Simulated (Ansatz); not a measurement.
# Lattice dynamics of Pt2SeS (built on the sites of a database entry of PtS), part 3 of 3

Wanted: phonon frequencies of Pt2SeS (built on the sites of a database entry of PtS) and what follows from them.

Ansatz 0.2.0; DFT LDA, scalar-relativistic, plane waves, PAW.

So far. Step 4 (Tight relaxation): The largest force component left is 0.24 meV/Å and the pressure is -0.004 GPa, within the tolerances set. The cell now holds 19.33 Å³/atom. Step 5 (Linear response at the zone centre): Before it was imposed, the acoustic sum rule was missed by 8.2e-5 eV/Å² and the charge sum rule by 0.0037 e. Small misses are needed for a sound result but don't prove that mesh and cutoff are converged. The relaxed cell has a = 3.527, c = 6.214 Å (conventional setting).

The structure was built from a prototype and need not be the compound's stable phase.

## 6. Response at finite wavevector

Stability and thermal properties need the whole zone. Linear response on a 2×2×2 q mesh gives force constants as far as a supercell of that size would, and the tensors from the zone-centre run are typed in so that the long-range dipole term is interpolated apart.

The input, input.yaml:

```yaml
crystal:
  lattice:
    - [3.527125041, 0.0, 0.0]
    - [0.0, 3.527125041, 0.0]
    - [0.0, 0.0, 6.2144618652]
  atoms:
    - { symbol: Pt, position: [0.0, 0.5, 0.0109327239] }
    - { symbol: Pt, position: [0.5, 0.0, 0.4890672761] }
    - { symbol: S, position: [0.0, 0.0, 0.25] }
    - { symbol: Se, position: [0.0, 0.0, 0.75] }
kpoints:
  mp_grid: { grid: [8, 8, 6] }
hamiltonian:
  xc: lda
scf:
  occupations: { method: fixed }
output:
  eigenvalues: true
phonons:
  method: dfpt
  qmesh: [2, 2, 2]
  temperatures: { t_max: 1000, t_step: 50 }
  qpath:
    path:
      - [[0.0, 0.0, 0.0], [0.0, 0.5, 0.0], [0.5, 0.5, 0.0], [0.0, 0.0, 0.0], [0.0, 0.0, 0.5], [0.0, 0.5, 0.5], [0.5, 0.5, 0.5], [0.0, 0.0, 0.5]]
      - [[0.0, 0.5, 0.0], [0.0, 0.5, 0.5]]
      - [[0.5, 0.5, 0.0], [0.5, 0.5, 0.5]]
    npoints: 10
  non_analytic_term:
    high_frequency_dielectric_tensor: [[13.7804, 0.0, 0.0], [0.0, 13.7804, 0.0], [0.0, 0.0, 21.6706]]
    born_effective_charges:
      - { species: Pt, tensor: [[-2.2828, 0.0, 0.0], [0.0, 0.3545, 0.0], [0.0, 0.0, -1.0477]] }
      - { species: Pt, tensor: [[0.3545, 0.0, 0.0], [0.0, -2.2828, 0.0], [0.0, 0.0, -1.0477]] }
      - { species: S, tensor: [[0.7718, 0.0, 0.0], [0.0, 0.7718, 0.0], [0.0, 0.0, 1.2546]] }
      - { species: Se, tensor: [[1.1564, 0.0, 0.0], [0.0, 1.1564, 0.0], [0.0, 0.0, 0.8408]] }
    source: "zone-centre run at this cell"
```

On the command line:

```
ansatz run input.yaml --threads 8 --pin off --max-ram 14336MiB --backend cpu --events-out ev --progress --plain --runs-dir out
```

Numbers of over 12 decimals in the logs are rounded to 6 here.

The program printed:

```text
Warning: phonons: the dynamical matrix that this run interpolates holds no multipole term above the dipole-dipole one, and a site of this crystal is no centre of inversion, so its interpolated transverse optical and acoustic branches and sound speeds can stay off near Gamma, and the density of states and the thermodynamics with them. What a run solves at a wave vector of phonons.qpoints, Gamma apart, where the deck admits one, is free of this, and under fd what a larger phonons.supercell samples
[...]
Crystal: 4 atoms, lattice volume = 77.312 Å³
Basis set: ecut = 420 eV, 1513 PW (Γ), exchange–correlation on 48×48×96 points (8 copies of the dense FFT grid, shifted against one another)
Bands: 35, of which v1, the nominal top of the filled ones, is band 29 counted from 1 (28 counted from 0)
Symmetry: 8 space group operations
k-points: 60 of 384 (time reversal used)
[...]
SCF iter   1: F=—  HF=-30744.150966 eV  |F-HF|=—  |Δ(HF+E_count)|=         —  Δρ=7.42e-3  dr2=4.71e-2  ethr=1.77e-3  ⟨swp⟩=5.0  Hψ=7282  notcnv=0  defer=231
[...]
SCF iter  11: F=-30744.140586 eV  HF=-30744.140586 eV  |F-HF|=7.28e-12  |Δ(HF+E_count)|=  7.28e-12  Δρ=3.51e-8  dr2=8.26e-13  ethr=1.00e-12  ⟨swp⟩=10.2  Hψ=10762  notcnv=0
SCF 1 converged in 11 iterations: F = -30744.140586 eV  dr2 = 8.26e-13
[...]
DFPT response loops at q = (0, 0, 0) (fractional): preconditioner auto → Resta (q_TF=auto, 2.601 Å⁻¹)  ε∞=14.8 (no band partly filled); β = 1.00, the filter's whole step (`scf.mixing.beta` (0.50) is not read by the response loops at its default; to damp them type it under 1.00, their step now; it binds the ground state too); Broyden in place of MSR1
[...]
SCF converged after 11 iterations
Free energy (F): -30744.140586 eV
[...]
Internal energy: -30744.140586 eV  (E = F + TS)
E sigma→0 (E₀):  -30744.140586 eV
Fermi energy:    12.556467 eV
[...]
--- Band table (eV; the first three rows and the last of 60) ---
  k-point 0: bands = [... 25 lower, 10.5099, 10.5166, 10.7778, 11.6238, 16.0258, 16.2791, 16.2791, 17.7187, ... 2 higher]
  k-point 1: bands = [... 25 lower, 10.7620, 11.1259, 11.1259, 11.3381, 15.7924, 15.7924, 16.4893, 17.8699, ... 2 higher]
  k-point 2: bands = [... 25 lower, 10.7225, 10.8819, 11.9566, 11.9566, 14.8544, 14.8544, 17.4262, 18.2024, ... 2 higher]
  k-point 59: bands = [... 25 lower, 11.6100, 11.6100, 12.3648, 12.3648, 13.7912, 14.7959, 15.6165, 15.9005, ... 2 higher]
--- Phonons (Γ-DFPT): 7 representative perturbations + reference (Σ response iterations 23) ---
  ASR residual: 3.974e-5 → 0.000e0 eV/Å²; symmetrization residual: 3.906e-6 eV/Å²
  ASR residual per site (eV/Å²): 3.97e-5 3.97e-5 5.32e-6 7.76e-6
[...]
--- Phonons (arbitrary-q DFPT): 6 irreducible q on the 2×2×2 mesh ---
  q = [0.0000, 0.0000, 0.0000] (star 1, of the zone-centre solve; hermiticity 3.59e-7, symmetrization 1.49e-12): -0.00 -0.00 0.00 99.72 99.72 166.64 233.47 233.47 292.33 370.45 370.45 442.69
  q = [0.0000, 0.0000, -0.5000] (star 1, 7 solved perturbations in 620 linear systems a pass and spin channel, the states on 100 of 384 k-point pairs; hermiticity 4.21e-7, symmetrization 1.35e-12): 27.16 27.16 87.72 87.72 124.80 128.52 249.87 249.87 292.69 350.89 350.89 441.93
  q = [0.0000, -0.5000, 0.0000] (star 2, 12 solved perturbations on 100 of 384 k-point pairs; hermiticity 5.07e-7, symmetrization 1.67e-8): 31.63 72.17 89.46 109.92 111.37 178.17 246.40 253.73 278.62 353.53 376.59 418.56
[...]
sum rule: each row above includes the acoustic sum rule's correction from the zone centre's row sums; it moved no ω² by more than (0.24 cm⁻¹)²
  mesh force constants: q→R imaginary residual 7.94e-18; ASR residual 3.974e-5 → 0.000e0 eV/Å²; symmetrization residual 1.066e-14 eV/Å²
  interpolated dispersion: 94 rows × 12 modes
  density of states and harmonic sums: on the 18×18×10 q-mesh, interpolated from the force constants of a 2×2×2 supercell (with the dipole–dipole term of supplied tensors)
  largest difference from the sums on the solved wave vectors: F 7.80e-2 eV, S 1.20e-4 and C_V 4.18e-5 eV/K
  zero-point energy: 0.158307 eV/cell   skipped modes (ω ≤ 0): 12, of them read as no rigid motion or as one in doubt: 9 (1.451e-2 modes/cell left out, lowest -25.43 cm⁻¹)   left out of the sums: 1.29e-3 of the cell's modes: C_V's classical limit lies that fraction below 3 k_B per atom; for a crystal, a wire or a layer, F and S can be off by more, and a phonons.interpolated_qmesh denser along its periods is the remedy for the sampling
```

Wall time 1.7 min (8 threads of Intel Xeon Platinum 8488C (Sapphire Rapids), shared host); peak memory 1.1 GiB.

Numbers from this step:

| Quantity | Value |
| --- | --- |
| sum-rule residual before enforcement | 3.97e-5 eV/Å² |
| lowest frequency on the path | -25.43 cm⁻¹ |
| highest frequency on the path or at a solved wavevector | 444.3 cm⁻¹ |
| lowest mode on the q mesh (acoustic modes at Γ apart) | -25.43 cm⁻¹ |

Frequencies (cm⁻¹) solved at each irreducible wavevector; negative means imaginary. Frequencies by wavevector, by row:

```
q in reciprocal lattice units  star  mode 1  mode 2  mode 3  mode 4  mode 10  mode 11  mode 12
                        0 0 0     1       0       0       0    99.7    370.4    370.4    442.7
                     0 0 -0.5     1    27.2    27.2    87.7    87.7    350.9    350.9    441.9
                     0 -0.5 0     2    31.6    72.2    89.5   109.9    353.5    376.6    418.6
                  0 -0.5 -0.5     2    24.6    64.2   100.1   108.3    367.4    375.1    423.3
                  -0.5 -0.5 0     1   -25.4     108   131.6   131.6    375.5    375.5    400.7
               -0.5 -0.5 -0.5     1      61      68   118.3   118.3      375      375    391.3
```

Interpolated from a 2×2×2 q mesh, rough between the solved points, with the LO-TO term (at Γ the limit along the path; where Γ stands inside the path, tables give the limit on arrival). Phonon branches along the path, in cm⁻¹:

```csv
point,branch 1,branch 2,branch 3,branch 4,branch 9,branch 10,branch 11,branch 12
Γ,0,0,0,100,292,370,372,443
X,32,72,90,110,279,354,377,419
M,-25,108,132,132,261,376,376,401
Γ,0,0,0,100,292,370,372,443
Z,27,27,88,88,293,351,351,442
R,24,64,100,108,286,367,375,423
A,61,68,118,118,270,375,375,391
Z,27,27,88,88,293,351,351,442
jump to X,32,72,90,110,279,354,377,419
R,24,64,100,108,286,367,375,423
jump to M,-25,108,132,132,261,376,376,401
A,61,68,118,118,270,375,375,391
```

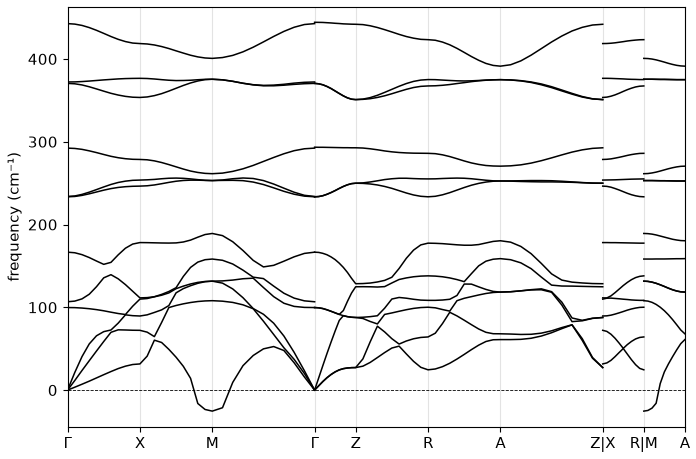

Phonon branches along the path.

The phonon density of states has structure finer than the step of the table below, so its rows give means over 25 cm⁻¹, whole bins alone (the curve runs from -27.5 to 448 cm⁻¹). Peaks (cm⁻¹: height): 52.5: 0.0456, 97.5: 0.0765, 132.5: 0.0784, 152.5: 0.0384, 252.5: 0.146, 282.5: 0.0548, 372.5: 0.153.

Tetrahedra on a 18×18×10 mesh, mean over bins of 5 cm-1. Interpolated from a 2×2×2 q mesh, rough between the solved points. The phonon density of states by wavenumber; means over each step:

```
wavenumber (cm⁻¹)  phonon density of states (1/cm⁻¹/cell)
                0                                  8.2e-4
               25                                 0.00963
               50                                  0.0376
               75                                  0.0318
              100                                  0.0582
              125                                  0.0544
              150                                  0.0270
              175                                  0.0201
              200                                  1.4e-4
              225                                 0.00280
              250                                  0.0776
              275                                  0.0335
              300                                 0.00607
              325                                       0
              350                                  0.0183
              375                                  0.0617
              400                                  0.0103
              425                                  0.0266
```

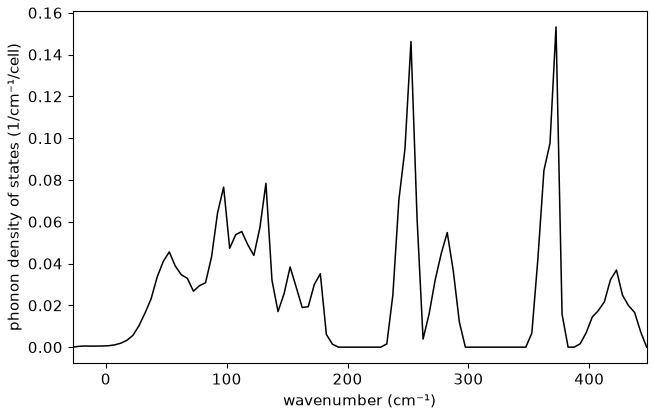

Phonon density of states against wavenumber.

The partial phonon density of states has structure finer than the step of the table below, so its rows give means over 25 cm⁻¹, whole bins alone (the curve runs from -34.1 to 467 cm⁻¹). Peaks (cm⁻¹: height): Pt 54.2: 0.0384, 95.2: 0.0647, 133.1: 0.0529, 152.0: 0.0307, 174.1: 0.0304, 252.9: 0.0227, 366.4: 0.00927; S 372.7: 0.0992, 420.0: 0.0316; Se 252.9: 0.0959, 281.3: 0.0409.

Phonopy on the run's constants, 17x17x9 mesh, Gaussian sigma 3.6 cm-1. Interpolated from a 2×2×2 q mesh, rough between the solved points. The partial phonon density of states by wavenumber; means over each step; values in 1/cm⁻¹/cell:

```
wavenumber (cm⁻¹)       Pt        S       Se
                0   6.7e-4   2.4e-5   6.0e-5
               25  0.00884   4.3e-4  0.00111
               50   0.0320  0.00117  0.00318
               75   0.0285  0.00101  0.00309
              100   0.0514  0.00136  0.00474
              125   0.0447  0.00148  0.00721
              150   0.0251   7.0e-4  0.00229
              175   0.0190   3.4e-4   9.2e-4
              200   3.0e-4   2.9e-6   5.4e-6
              225   6.5e-4   4.5e-4  0.00321
              250   0.0138  0.00316   0.0587
              275  0.00499   6.4e-4   0.0276
              300  0.00104   7.4e-5  0.00567
              325        0        0        0
              350  0.00240   0.0169   3.3e-4
              375  0.00445   0.0545  0.00138
              400   4.0e-4   0.0100   1.6e-4
              425  0.00117   0.0244   3.3e-4
              450   1.7e-4  0.00327   4.3e-5
```

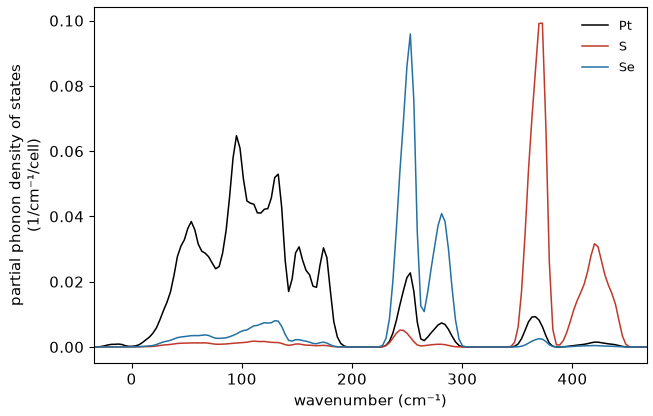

Partial phonon density of states against wavenumber.

Symmetry leaves 6 wavevectors to solve. The lowest mode among them, the acoustic zeros apart, lies at q = (-0.5, -0.5, 0) and is imaginary, 25.4i cm⁻¹, so the energy falls along it.

## 7. Another isotope, element S, natural mass 32.06 amu

An isotope changes the mass and not the force constants, so no new electronic calculation is needed; the shifts show which modes move this element.

The same force constants with the mass of S changed from 32.060 to 33.968 u (phonopy, no LO-TO term). Both lists are sorted by frequency; levels can cross, so a row need not hold one and the same mode. Modes under 3 cm⁻¹ are left out. Isotope shifts, by row, the first 40 of 45 rows:

```
          q  rank  natural mass (cm⁻¹)  changed mass (cm⁻¹)
      0 0 0     4                99.72                 99.7
      0 0 0     5                99.72                 99.7
      0 0 0     6                166.6                166.6
      0 0 0     7                233.5                232.5
      0 0 0     8                233.5                232.5
      0 0 0     9                292.3                292.3
      0 0 0    10                370.4                362.2
      0 0 0    11                370.4                362.2
      0 0 0    12                442.7                430.9
   0 0 -0.5     1                27.16                27.09
   0 0 -0.5     2                27.16                27.09
   0 0 -0.5     3                87.72                87.69
   0 0 -0.5     4                87.72                87.69
   0 0 -0.5     5                124.8                124.8
   0 0 -0.5     6                128.5                128.3
   0 0 -0.5     7                249.9                249.7
   0 0 -0.5     8                249.9                249.7
   0 0 -0.5     9                292.7                292.7
   0 0 -0.5    10                350.9                342.2
   0 0 -0.5    11                350.9                342.2
   0 0 -0.5    12                441.9                430.1
   0 -0.5 0     1                31.63                31.55
   0 -0.5 0     2                72.17                72.16
   0 -0.5 0     3                89.46                89.46
   0 -0.5 0     4                109.9                109.8
   0 -0.5 0     5                111.4                111.2
   0 -0.5 0     6                178.2                178.1
   0 -0.5 0     7                246.4                246.1
   0 -0.5 0     8                253.7                253.5
   0 -0.5 0     9                278.6                278.5
   0 -0.5 0    10                353.5                344.8
   0 -0.5 0    11                376.6                366.8
   0 -0.5 0    12                418.6                407.4
0 -0.5 -0.5     1                24.55                24.53
0 -0.5 -0.5     2                64.18                64.06
0 -0.5 -0.5     3                100.1                100.1
0 -0.5 -0.5     4                108.3                108.2
0 -0.5 -0.5     5                  138                137.9
0 -0.5 -0.5     6                177.5                177.5
0 -0.5 -0.5     7                233.5                232.6
```

A mode of this element alone would shift by -2.85 %. The highest zone-centre frequency without the field goes from 442.7 to 430.9 cm⁻¹ (-2.7 %). The product of the frequency ratios over all optical modes at Γ is 0.922; the product rule, (m/m′)^(3k/2) (M′/M)^(3/2) with k = 1 such atoms and M the mass of the cell, gives 0.922.

## 8. Isotope substitution, element Se, natural mass 78.971 amu

The same for Se, from 78.97 to 81.92 u.

The same force constants with the mass of Se changed from 78.971 to 81.917 u (phonopy, no LO-TO term). Both lists are sorted by frequency; levels can cross, so a row need not hold one and the same mode. Modes under 3 cm⁻¹ are left out. Isotope shifts, by row, the first 40 of 45 rows:

```csv
q,rank,natural mass (cm⁻¹),changed mass (cm⁻¹)
0 0 0,4,99.72,99.64
0 0 0,5,99.72,99.64
0 0 0,6,166.6,166.6
0 0 0,7,233.5,230.3
0 0 0,8,233.5,230.3
0 0 0,9,292.3,288
0 0 0,10,370.4,370.1
0 0 0,11,370.4,370.1
0 0 0,12,442.7,442.5
0 0 -0.5,1,27.16,27.04
0 0 -0.5,2,27.16,27.04
0 0 -0.5,3,87.72,87.68
0 0 -0.5,4,87.72,87.68
0 0 -0.5,5,124.8,124.4
0 0 -0.5,6,128.5,128.5
0 0 -0.5,7,249.9,246.5
0 0 -0.5,8,249.9,246.5
0 0 -0.5,9,292.7,288.2
0 0 -0.5,10,350.9,350.9
0 0 -0.5,11,350.9,350.9
0 0 -0.5,12,441.9,441.9
0 -0.5 0,1,31.63,31.49
0 -0.5 0,2,72.17,72.15
0 -0.5 0,3,89.46,89.46
0 -0.5 0,4,109.9,109.6
0 -0.5 0,5,111.4,111.1
0 -0.5 0,6,178.2,178
0 -0.5 0,7,246.4,243
0 -0.5 0,8,253.7,250.2
0 -0.5 0,9,278.6,274.6
0 -0.5 0,10,353.5,353.5
0 -0.5 0,11,376.6,376.2
0 -0.5 0,12,418.6,418.4
0 -0.5 -0.5,1,24.55,24.53
0 -0.5 -0.5,2,64.18,63.93
0 -0.5 -0.5,3,100.1,100.1
0 -0.5 -0.5,4,108.3,108.1
0 -0.5 -0.5,5,138,137.8
0 -0.5 -0.5,6,177.5,177.4
0 -0.5 -0.5,7,233.5,230.3
```

A mode of this element alone would shift by -1.81 %. The highest zone-centre frequency without the field goes from 442.7 to 442.5 cm⁻¹ (-0.0 %). The product of the frequency ratios over all optical modes at Γ is 0.955; the product rule, (m/m′)^(3k/2) (M′/M)^(3/2) with k = 1 such atoms and M the mass of the cell, gives 0.955.

## 9. What came out

```json
{
  "space group after relaxation (within 0.01 Å)": "P-4m2",
  "volume per atom": "19.3 Å³",
  "gap on the k-mesh": "0.272 eV",
  "highest optical mode at the zone centre (no LO-TO term)": "443 cm⁻¹",
  "top of the zone-centre spectrum with the field": "444 cm⁻¹",
  "lowest optical zone-centre mode": "99.7 cm⁻¹",
  "mean high-frequency dielectric constant": "16.4",
  "mean static dielectric constant": "18.0",
  "largest Born charge (third of the trace)": "1.05 e",
  "lowest mode on the q mesh (acoustic modes at Γ apart)": "-25.4 cm⁻¹",
  "highest frequency on the path or at a solved wavevector": "444 cm⁻¹",
  "imaginary modes on the 2×2×2 q mesh": "yes"
}
```

What this shows: Modes are clearly imaginary (beyond 10i cm⁻¹) at 1 of the 6 irreducible wavevectors, most at q = (-0.5, -0.5, 0) (25.4i cm⁻¹), so this structure is not a minimum of the energy. Without the field, the optical modes at Γ span 100 to 443 cm⁻¹. The highest mode in this list at Γ, 442.7 cm⁻¹, is mostly motion of S (93 % of the kinetic energy). With the macroscopic field of the longitudinal modes the top of the zone-centre spectrum lies at 444 cm⁻¹, against 443 cm⁻¹ without it. Lattice motion raises the mean dielectric constant from 16.41 to 17.99. The strongest infrared line is at 100 cm⁻¹. With the field response the log warns that the k mesh is coarse for the force constants too, so the frequencies may not be converged. The q mesh stands for a supercell only 7.1 Å across, so branches between the solved wavevectors are rough. The program warns that the interpolation holds no quadrupole term, so branches close to Γ can be off in this crystal. In at least one run the field response is not settled by the k meshes in reach, so its dielectric tensor, Born charges and longitudinal modes are rough. Spin-orbit coupling is left out, which can matter for the heavy elements here. The starting cell was built on a prototype and not taken from a measurement, so the phase need not exist. These are harmonic frequencies at zero temperature: anharmonic shifts, linewidths and thermal expansion are left out.

[Logs are printed without paths, hosts, clocks, repeated set-up lines and the standing remarks that a program may print on its own settings, such as how far it seeks lower states.]

[Hosts, paths, dates, database ids (printed as entryN), source tags and the programs' standing remarks are cut or masked in the printed files.]
